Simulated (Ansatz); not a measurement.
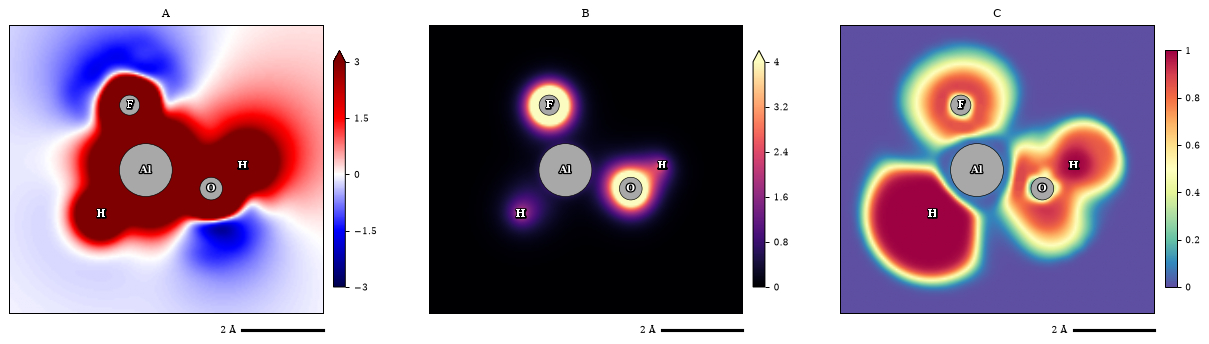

AlFH₂O: 3 fields on the molecular plane, with unlabelled colour scales. Grey discs cover the atomic cores.

Theory: RKS PBE0/def2-SVP (Ansatz).

```json
{"atom": "Al", "x (Å)": "0.4900", "y (Å)": "-0.0072", "z (Å)": "0.0640"}
{"atom": "O", "x (Å)": "0.7044", "y (Å)": "-0.1567", "z (Å)": "1.7325"}
{"atom": "H", "x (Å)": "0.0286", "y (Å)": "-0.2413", "z (Å)": "2.4061"}
{"atom": "H", "x (Å)": "1.7369", "y (Å)": "0.1151", "z (Å)": "-0.8749"}
{"atom": "F", "x (Å)": "-1.0463", "y (Å)": "0.0087", "z (Å)": "-0.5753"}
```

The panels show electron density, electron localisation function and electrostatic potential in some order. Assign them.

Answer. Panel A: electrostatic potential (strongly positive close to the atoms, with negative regions outside electron-rich atoms). Panel B: electron density. Panel C: electron localisation function. From the grid: Al–F (1.66 Å): ρ at the midpoint is about 0.79 e/Å³; the ELF peaks at about 0.85 in the valence shell of F, 0.6 Å from its nucleus, and is about 0.25 at the midpoint. Al–O (1.69 Å): ρ at the midpoint is about 0.84 e/Å³; the ELF peaks at about 0.85 in the valence shell of O, 0.7 Å from its nucleus, and is about 0.25 at the midpoint.
